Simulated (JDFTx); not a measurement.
TiSi2(010) slab cut from bulk TiSi2 (space group Cmcm, indices of the conventional cell, lattice of the Materials Project entry mp-1077503, not re-optimised): 12 atoms in 10 planes, a 1x1 cell of 12.59 Å² (|a| = 3.530, |b| = 3.565 Å), 11.7 Å between the outermost planes, Si outermost, slab composition Ti4Si8, cell height 27.9 Å, 6×6×1 k mesh, Fermi smearing 0.01 Ha, no spin polarisation. Whether this polymorph is the ambient one wasn't checked. Neither spin polarisation nor a larger cell was tried.

All numbers are PBE, GBRV ultrasoft potentials, plane waves to 20/100 Ha results from a modified build of JDFTx, not measurements. Liquid on both sides: CANDLE, water, 2 M NaF; nuclei fixed. Potentials refer to SHE, placed 4.44 V below the bulk liquid's zero by convention.

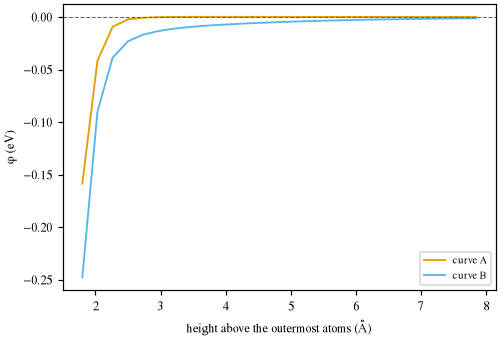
Plane-averaged electrostatic potential energy of an electron for two states of the electrode

Problem. One curve is the neutral slab. Which, and what is the sign of the other's charge?

Solution. Curve A is neutral (potential of zero charge, -0.43 V). Curve B is positively charged, 4.0 μC/cm² at -0.15 V.
